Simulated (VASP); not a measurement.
Band structure of Zn₃CdSe₄ (space group P-43m). These are PBEsol GGA, VASP's PBE PAW potentials (set 64) (plane waves; VASP) values and carry that method's errors.

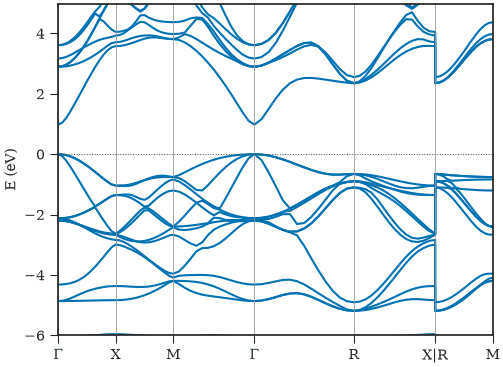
Fig. 1. Bands along high-symmetry lines, zero at the valence-band maximum or, without a gap, the Fermi level

**Question.** Read the plot: is there a gap, and where are the band edges?

**Answer.** The gap is direct, 0.98 eV, from the valence maximum at Γ to the conduction minimum at Γ. (Edges off the drawn lines would not show.)

The structure comes from a computed database's Zn3CdSe4 entry (P-43m); how it stands against other phases isn't given here. It was relaxed first.
